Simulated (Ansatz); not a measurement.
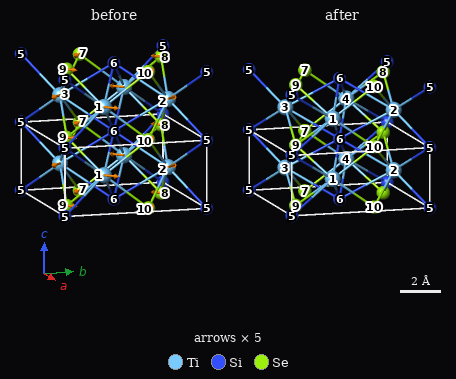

The structure of crystalline Ti2SiSe2 (a generated structure, set up in P4/mbm) (coarse preliminary run) before (left) and after (right) a relaxation, at one scale. The orange arrows give the displacements (the part carried along by the change of the cell is left out), 5 times their true length.

The picture is a ball-and-stick view of the cell of the calculation, repeated 1 × 1 × 2 with one cell outlined, seen slightly off an axis.

Level of theory: DFT PBE, scalar-relativistic, plane waves, PAW in Ansatz.

Input
```yaml
crystal:
  lattice:
    - [7.59424411, 0.0, 0.0]
    - [0.0, 7.59424411, 0.0]
    - [0.0, 0.0, 3.55267269]
  atoms:
    - { symbol: Ti, position: [0.82750803, 0.32750803, 0.5], spin: 1.0 }
    - { symbol: Ti, position: [0.67249197, 0.82750803, 0.5], spin: 1.0 }
    - { symbol: Ti, position: [0.32750803, 0.17249197, 0.5], spin: 1.0 }
    - { symbol: Ti, position: [0.17249197, 0.67249197, 0.5], spin: 1.0 }
    - { symbol: Si, position: [0.0, 0.0, 0.0] }
    - { symbol: Si, position: [0.5, 0.5, 0.0] }
    - { symbol: Se, position: [0.12829243, 0.37170757, 0.0] }
    - { symbol: Se, position: [0.37170757, 0.87170757, 0.0] }
    - { symbol: Se, position: [0.62829243, 0.12829243, 0.0] }
    - { symbol: Se, position: [0.87170757, 0.62829243, 0.0] }
basis:
  ecutwfc: 420
kpoints:
  mp_grid: { grid: [2, 2, 6] }
hamiltonian:
  xc: pbe
scf:
  occupations: { method: gaussian, width: 0.1 }
  lower_state_search: "off"
output:
  forces: true
  stress: true
  eigenvalues: true
  populations: true
magnetization:
  spin_polarized: true
relax:
  adjacent_minimum: "off"
  f_tol: 0.04
  max_steps: 70
  cell: { stress_tol: 0.4 }
```

Command:
```bash
ansatz run input.yaml --threads 1 --pin off --max-ram 2560MiB --backend cpu --events-out ev --progress --plain --runs-dir out
```

Question: What changed between the two?

Answer: The largest moves relative to the cell, 0.18 Å, are those of Ti1, Ti2, Ti3 and Ti4. Ti1 goes along [1 1 0]. By element the largest moves are Ti 0.18 Å, Se 0.12 Å. Si stays in place. The drawn cell changes as follows: a = b 7.594 → 7.395 Å (−2.6 %), c 3.553 → 3.143 Å (−11.5 %); the volume changes by −16.1 %. Near-neighbour distances that change, for instance: Se10–Se10 3.553 → 3.143 Å, Ti1–Ti1 3.553 → 3.143 Å, Ti1–Se10 2.913 → 2.693 Å, Se7–Se10 2.756 → 2.927 Å. The space group stays P4/mbm (No. 127). The energy falls by 2.398 eV per cell of the calculation in 5 accepted moves (6 points after the start). The largest force component goes from 1 to 0.0076 eV/Å. Pressure: −11.46 GPa at the start and 0.00 GPa at the end. At 1 point the geometry stayed and the basis and grid were re-selected for the new cell (energy shift of 3.8 meV per cell of the calculation at most each time). The program noted that the starting moments weren't kept. The run took 9.5 min on 1 thread of Intel(R) Xeon(R) Processor @ 2.50GHz (Skylake/Cascade Lake) (shared host), peak memory 0.73 GiB.

Limits of the set-up: the k-point mesh is coarse for a cell with partly filled bands.
